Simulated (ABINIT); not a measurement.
## H2Pb (P-3m1): from the cell to the phonon bands

How does H2Pb (P-3m1) vibrate, and is this structure a minimum?

Method: DFT LDA, scalar-relativistic, plane waves, HGH norm-conserving pseudopotentials, in ABINIT 10.8.3.

The structure was built from a prototype and need not be the compound's stable phase.

### 1. The structure

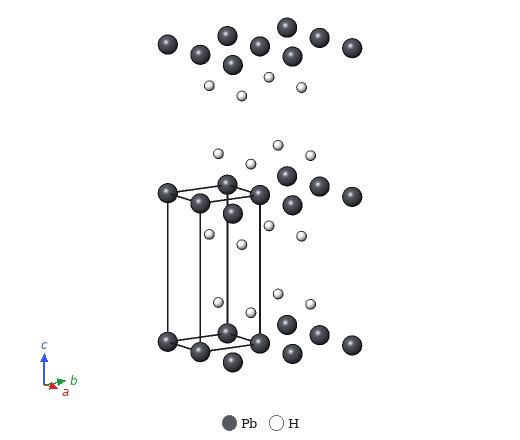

The starting structure, seen slightly off an axis (lead dark grey, hydrogen white). 2×2×2 cells are drawn. Some periodic images of atoms are drawn too.

### 2. A probe with smearing

A first run with smearing and empty bands tells whether the crystal has a gap, which decides between fixed occupations and smearing later on.

Contents of probe.abi:

```
# ground state
tolvrs 1.0d-08
prtden 1
prtwf 1

# basis, mesh and filling
ecut 35.0
ixc 7
ngkpt 6 6 4
nshiftk 1
shiftk 0.0 0.0 0.0
istwfk *1
occopt 7
tsmear 0.005
nband 8
nstep 100
diemac 9.0
prtebands 0
prtgsr 0
useylm 1

# cell and atoms
acell 6.921645973 6.921645973 11.07463356
rprim 
    1.0 0.0 0.0
    -0.5000000007 0.8660254034 0.0
    0.0 0.0 1.0
ntypat 2
znucl 82 1
natom 3
typat 1 2 2
xred 
    0.0 0.0 0.0
    1/3 2/3 0.25
    2/3 1/3 0.75
pp_dirpath "./pseudo"
pseudos "Pb.hgh, H.hgh"
```

Run with:

```
$ OMP_NUM_THREADS=1 mpirun -n 4 abinit probe.abi > probe.log
```

Numbers of over 12 decimals in the logs are rounded to 6 here.

probe.abo, the main output file:

```text
[banners, grids, parts of the stress and lines that vanish by symmetry left out]
- input  file    -> probe.abi
- output file    -> probe.abo
- root for input  files -> probei
[...]
Symmetries : space group P-3 m 1 (#164); Bravais hP (primitive hexag.)
[...]
mpw =        4595          nfft =       96000          nkpt =          24
[...]
== DATASET  1 ==================================================================
[...]
cutoff_energies: {ecut:  35.0, pawecutdg:  -1.0, }
[...]
Exchange-correlation functional for the present dataset will be:
  LDA: Perdew-Wang 92 LSD fit to Ceperley-Alder data - ixc=7
[...]
ETOT  1  -4.698012    -4.698E+00 1.826E-02 2.273E+01
 ETOT  2  -4.707727    -9.715E-03 3.056E-05 7.659E+00
 ETOT  3  -4.708053    -3.262E-04 1.123E-05 4.487E-01
 ETOT  4  -4.708085    -3.215E-05 3.296E-06 1.924E-01
 ETOT  5  -4.708095    -9.903E-06 4.126E-07 1.265E-03
 ETOT  6  -4.708095    -3.375E-08 1.299E-08 5.115E-05
 ETOT  7  -4.708095    -1.162E-09 2.736E-09 1.064E-06
 ETOT  8  -4.708095    -6.262E-11 1.547E-10 5.699E-09
 At SCF step    8       vres2   =  5.70E-09 < tolvrs=  1.00E-08 =>converged.
[...]
sigma(1 1)=  1.47740839E-04  sigma(3 2)=  0.00000000E+00
  sigma(2 2)=  1.47740839E-04  sigma(3 1)=  0.00000000E+00
  sigma(3 3)=  2.51357718E-04  sigma(2 1)=  4.03638998E-13
[...]
convergence: {deltae: -6.262E-11, res2:  5.699E-09, residm:  1.547E-10, diffor: null, }
etotal    :  -4.70809510E+00
[...]
sigma(1 1)=  1.47740839E-04  sigma(3 2)=  0.00000000E+00
  sigma(2 2)=  1.47740839E-04  sigma(3 1)=  0.00000000E+00
  sigma(3 3)=  2.51357718E-04  sigma(2 1)=  4.03638998E-13
[...]
- sigma(1 1)=  4.34668555E+00  sigma(3 2)=  0.00000000E+00
- sigma(2 2)=  4.34668556E+00  sigma(3 1)=  0.00000000E+00
- sigma(3 3)=  7.39519937E+00  sigma(2 1)=  1.18754693E-08
[...]
fcart     -0.0000000000E+00 -1.9165839046E-27 -0.0000000000E+00
           strten      1.4774083886E-04  1.4774083931E-04  2.5135771762E-04
================================================================================

[key lines of the parts left out:]
pressure_GPa:  -5.3629E+00
```

The job ended after 6 s (4 MPI ranks of Arm Neoverse V1, shared host; 24 s of CPU time).

Numbers from this step:

| Item | Value |
| --- | --- |
| volume per atom | 22.70 Å³ |
| pressure | -5.363 GPa |
| gap on the k-mesh | 0 eV |

No gap opens on this mesh, so smearing is kept; the printed pressure holds the stress of the finite basis too.

### 3. Rough relaxation

The typed start is rough, so a first relaxation with smearing and loose thresholds takes it towards rest cheaply.

Contents of prerelax.abi:

```
# relaxation
ionmov 2
optcell 2
dilatmx 1.15
chkdilatmx 0
ntime 40
tolmxf 3.0d-04
tolvrs 1.0d-10
prtwf 0
prtden 0
chksymtnons 0

# basis, mesh and filling
ecut 35.0
ecutsm 3.0
ixc 7
ngkpt 6 6 4
nshiftk 1
shiftk 0.0 0.0 0.0
istwfk *1
occopt 7
tsmear 0.005
nband 8
nstep 100
diemac 1000000.0
prtebands 0
prtgsr 0
useylm 1

# cell and atoms
acell 6.921645973 6.921645973 11.07463356
rprim 
    1.0 0.0 0.0
    -0.5000000007 0.8660254034 0.0
    0.0 0.0 1.0
ntypat 2
znucl 82 1
natom 3
typat 1 2 2
xred 
    0.0 0.0 0.0
    1/3 2/3 0.25
    2/3 1/3 0.75
pp_dirpath "./pseudo"
pseudos "Pb.hgh, H.hgh"
```

Run with:

```
$ OMP_NUM_THREADS=1 mpirun -n 4 abinit prerelax.abi > prerelax.log
```

prerelax.abo, the main output file:

```text
[banners, grids, parts of the stress and lines that vanish by symmetry left out]
- input  file    -> prerelax.abi
- output file    -> prerelax.abo
- root for input  files -> prerelaxi
[...]
Symmetries : space group P-3 m 1 (#164); Bravais hP (primitive hexag.)
[...]
mpw =        6946          nfft =      145800          nkpt =          24
[...]
== DATASET  1 ==================================================================
[...]
cutoff_energies: {ecut:  35.0, pawecutdg:  -1.0, }
[...]
Exchange-correlation functional for the present dataset will be:
  LDA: Perdew-Wang 92 LSD fit to Ceperley-Alder data - ixc=7
[...]
ETOT  1  -4.699326    -4.699E+00 1.579E-02 3.595E+01
 ETOT  2  -4.707472    -8.146E-03 9.073E-06 1.203E+01
 ETOT  3  -4.707802    -3.297E-04 8.446E-06 1.334E+00
 ETOT  4  -4.707826    -2.423E-05 3.425E-06 6.310E-01
 ETOT  5  -4.707842    -1.639E-05 8.282E-07 1.492E-02
[...]
ETOT  6  -4.747844     4.441E-15 3.514E-15 1.715E-11
 At SCF step    6       vres2   =  1.71E-11 < tolvrs=  1.00E-10 =>converged.
[...]
sigma(1 1)= -1.02007810E-06  sigma(3 2)=  0.00000000E+00
  sigma(2 2)= -1.02007711E-06  sigma(3 1)=  0.00000000E+00
  sigma(3 3)= -8.00597486E-07  sigma(2 1)=  9.04086579E-13
[...]
convergence: {deltae:  4.441E-15, res2:  1.715E-11, residm:  3.514E-15, diffor: null, }
etotal    :  -4.74784449E+00
[...]
At Broyd/MD step  19, gradients are converged :
[...]
sigma(1 1)= -1.02007810E-06  sigma(3 2)=  0.00000000E+00
  sigma(2 2)= -1.02007711E-06  sigma(3 1)=  0.00000000E+00
  sigma(3 3)= -8.00597486E-07  sigma(2 1)=  9.04086579E-13
[...]
- sigma(1 1)= -3.00117338E-02  sigma(3 2)=  0.00000000E+00
- sigma(2 2)= -3.00117046E-02  sigma(3 1)=  0.00000000E+00
- sigma(3 3)= -2.35543913E-02  sigma(2 1)=  2.65991455E-08
[...]
fcart     -0.0000000000E+00  5.7473858279E-27 -0.0000000000E+00
           strten     -1.0200780983E-06 -1.0200771053E-06 -8.0059748625E-07
================================================================================

[key lines of the parts left out:]
pressure_GPa:   2.7859E-02
Total energy (etotal) [Ha]= -4.74784448967315E+00
```

Run time: 2.5 min. Hardware: 4 MPI ranks.

Relaxation path:

```
step  energy less that of the first step (eV)  largest force (eV/Å)  volume (Å³)
   1                                   0.0000                0.8993        68.09
   2                                  -0.0521                0.8694        67.03
   3                                  -0.6037                0.1046        46.66
   4                                  -0.6312                0.3157        49.78
   5                                  -0.6622                0.2641        49.26
   6                                  -0.8629                0.2847        44.71
   7                                  -0.8987                0.3043        44.23
   8                                   0.8099                0.2657        45.71
   9                                  -1.0022                0.3784        40.64
  10                                  -1.0165                0.3223        38.99
  11                                  -1.0159                0.3414        39.76
  12                                  -1.0158                0.3402        40.26
  13                                  -1.0129                0.2775        41.96
  14                                  -1.0161                0.2183        42.42
  15                                  -1.0411                0.0974        41.95
  16                                  -1.0863                0.0140        38.95
  17                                  -1.0883                0.0153        38.27
  18                                  -1.0885                0.0033        38.24
  19                                  -1.0885                0.0006        38.16
```

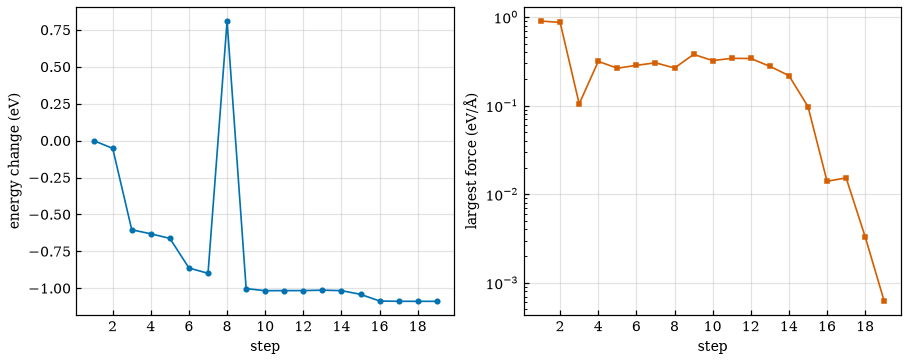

Energy and largest force along the relaxation.

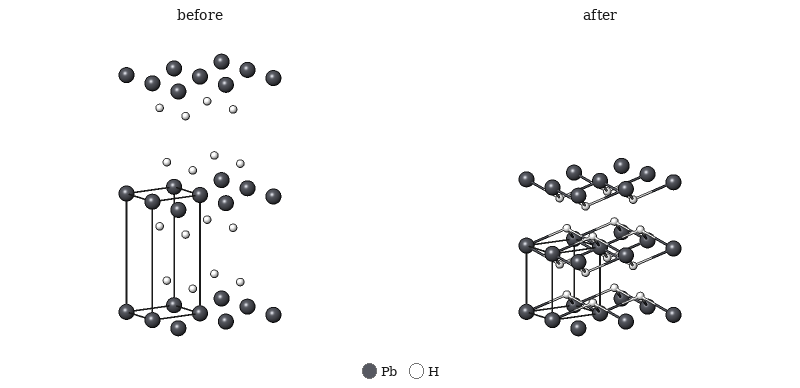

The structure before and after the relaxation, drawn at the same scale. Bonds to atoms that aren't drawn are left out.

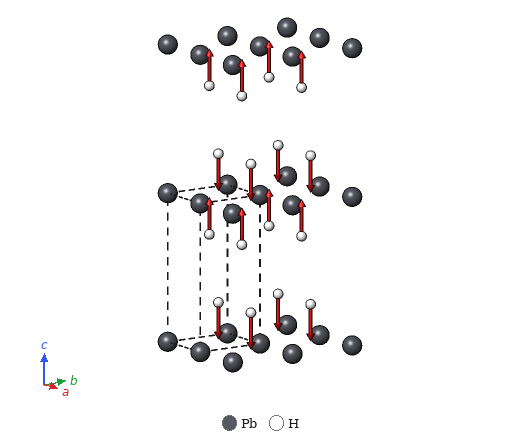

Displacements in the relaxation, exaggerated, measured against the changing cell; the longest in the cell stands for 0.05 Å. 2×2×2 cells are drawn. Some periodic images of atoms are drawn too.

```
     cell as run  before  after   change
           a (Å)   3.663  3.664   +0.0 %
           b (Å)   3.663  3.664   +0.0 %
           c (Å)   5.860  3.282  -44.0 %
volume (Å³/atom)   22.70  12.72  -44.0 %
```

The atoms that moved most (Å, as changes of fractional coordinates times the final cell):

```
atom     dx     dy      dz  length
  H2  0.000  0.000  -0.046   0.046
  H3  0.000  0.000   0.046   0.046
```

Final coordinates:

```xyz
3
Lattice="3.6643 0.0000 0.0000 -1.8321 3.1734 0.0000 0.0000 0.0000 3.2817" Properties=species:S:1:pos:R:3 pbc="T T T"
Pb    0.0000    0.0000    0.0000
H     0.0000    2.1156    0.7743
H     1.8321    1.0578    2.5074
```

This step gave:

- volume per atom: 12.72 Å³
- pressure: 0.02786 GPa

The volume changes by -44.0 % in this run and stands -44.0 % from the first cell.

### 4. Rough relaxation

The cell changed much, so the rough relaxation is repeated on a basis made for the new cell.

prerelax.abi, as its differences from that of step 3:

```diff
@@ -16,3 +16,3 @@
 ixc 7
-ngkpt 6 6 4
+ngkpt 6 6 6
 nshiftk 1
@@ -30,6 +30,6 @@
 # cell and atoms
-acell 6.921645973 6.921645973 11.07463356
+acell 6.924495236 6.924495236 6.201508769
 rprim 
     1.0 0.0 0.0
-    -0.5000000007 0.8660254034 0.0
+    -0.5000000004 0.8660254036 0.0
     0.0 0.0 1.0
@@ -41,4 +41,4 @@
     0.0 0.0 0.0
-    1/3 2/3 0.25
-    2/3 1/3 0.75
+    1/3 2/3 0.2359560161
+    2/3 1/3 0.7640439839
 pp_dirpath "./pseudo"
```

prerelax.abo, the main output file:

```text
[banners, grids, parts of the stress and lines that vanish by symmetry left out]
- input  file    -> prerelax.abi
- output file    -> prerelax.abo
- root for input  files -> prerelaxi
[...]
Symmetries : space group P-3 m 1 (#164); Bravais hP (primitive hexag.)
[...]
mpw =        3894          nfft =       81000          nkpt =          34
[...]
== DATASET  1 ==================================================================
[...]
cutoff_energies: {ecut:  35.0, pawecutdg:  -1.0, }
[...]
Exchange-correlation functional for the present dataset will be:
  LDA: Perdew-Wang 92 LSD fit to Ceperley-Alder data - ixc=7
[...]
ETOT  1  -4.738209    -4.738E+00 1.855E-02 1.881E+01
 ETOT  2  -4.745651    -7.442E-03 4.506E-04 6.461E-01
 ETOT  3  -4.745697    -4.612E-05 1.723E-05 2.432E-02
 ETOT  4  -4.745700    -3.036E-06 1.938E-06 1.635E-03
 ETOT  5  -4.745700    -1.006E-07 2.364E-07 7.705E-06
[...]
ETOT  6  -4.746911    -6.573E-14 2.470E-10 4.149E-12
 At SCF step    6       vres2   =  4.15E-12 < tolvrs=  1.00E-10 =>converged.
[...]
sigma(1 1)= -3.49758217E-07  sigma(3 2)=  0.00000000E+00
  sigma(2 2)= -3.49757748E-07  sigma(3 1)=  0.00000000E+00
  sigma(3 3)=  1.65693317E-06  sigma(2 1)=  5.08622043E-13
[...]
convergence: {deltae: -6.573E-14, res2:  4.149E-12, residm:  2.470E-10, diffor: null, }
etotal    :  -4.74691057E+00
[...]
At Broyd/MD step   7, gradients are converged :
[...]
sigma(1 1)= -3.49758217E-07  sigma(3 2)=  0.00000000E+00
  sigma(2 2)= -3.49757748E-07  sigma(3 1)=  0.00000000E+00
  sigma(3 3)=  1.65693317E-06  sigma(2 1)=  5.08622043E-13
[...]
- sigma(1 1)= -1.02902420E-02  sigma(3 2)=  0.00000000E+00
- sigma(2 2)= -1.02902282E-02  sigma(3 1)=  0.00000000E+00
- sigma(3 3)=  4.87486569E-02  sigma(2 1)=  1.49641771E-08
[...]
fcart     -0.0000000000E+00  9.8814105106E-28  1.8070036208E-20
           strten     -3.4975821668E-07 -3.4975774763E-07  1.6569331707E-06
================================================================================

[key lines of the parts left out:]
pressure_GPa:  -9.3894E-03
Total energy (etotal) [Ha]= -4.74691057102414E+00
```

Elapsed: 42 s, on 4 MPI ranks; 2.8 min of CPU time.

Relaxation path:

```
step  energy less that of the first step (eV)  largest force (eV/Å)  volume (Å³)
   1                                   0.0000                0.0542        38.16
   2                                  -0.0019                0.0569        38.13
   3                                  -0.0279                0.0737        37.47
   4                                  -0.0294                0.0615        37.72
   5                                  -0.0307                0.0534        37.84
   6                                  -0.0329                0.0158        38.42
   7                                  -0.0329                0.0126        38.47
```

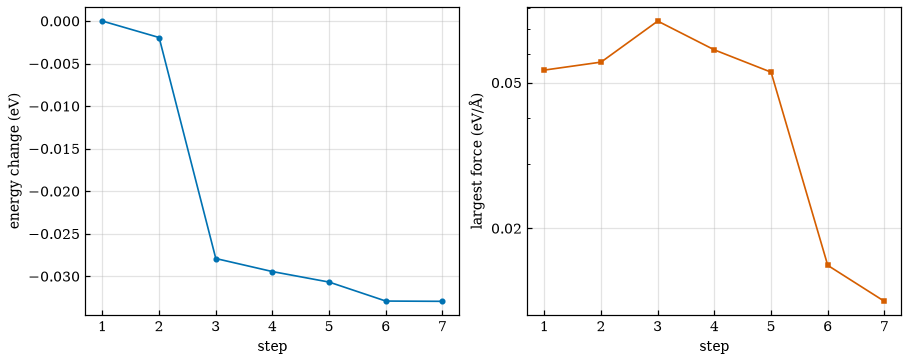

Energy and largest force along the relaxation.

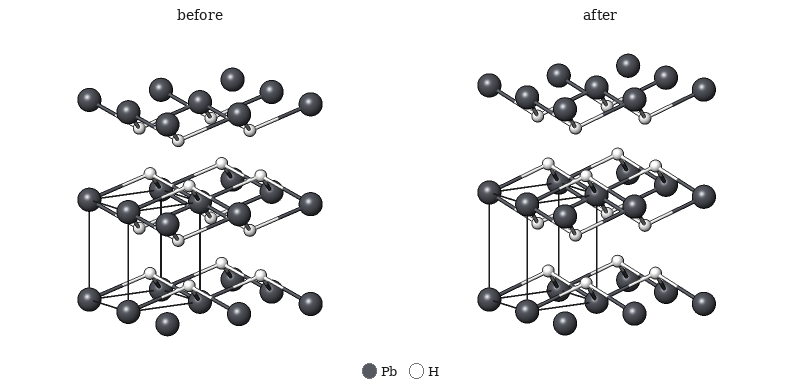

Before and after, at one scale. Bonds to atoms that aren't drawn are left out.

```
conventional cell, symmetrised  before  after  change
                         a (Å)   3.664  3.552  -3.1 %
                         b (Å)   3.664  3.552  -3.1 %
                         c (Å)   3.282  3.521  +7.3 %
              volume (Å³/atom)   12.72  12.82  +0.8 %
```

The atoms that moved most (Å, as changes of fractional coordinates times the final cell):

```
atom     dx     dy      dz  length
  H2  0.000  0.000   0.026   0.026
  H3  0.000  0.000  -0.026   0.026
```

Final coordinates:

```xyz
3
Lattice="3.5521 0.0000 0.0000 -1.7761 3.0762 0.0000 0.0000 0.0000 3.5206" Properties=species:S:1:pos:R:3 pbc="T T T"
Pb    0.0000    0.0000    0.0000
H     0.0000    2.0508    0.8565
H     1.7761    1.0254    2.6641
```

Read from the output:

| Quantity | Value |
| --- | --- |
| volume per atom | 12.82 Å³ |
| pressure | -0.009389 GPa |

The volume changes by +0.8 % in this run and stands -43.5 % from the first cell.

(Part 1 of 6 ends here.)

[Host names and launcher messages were left out of these logs when they were recorded.]

[Logs are printed without paths, hosts, clocks, repeated set-up lines and the standing remarks that a program may print on its own settings, such as how far it seeks lower states.]

[Hosts, paths, dates, database ids (printed as entryN), source tags and the programs' standing remarks are cut or masked in the printed files.]
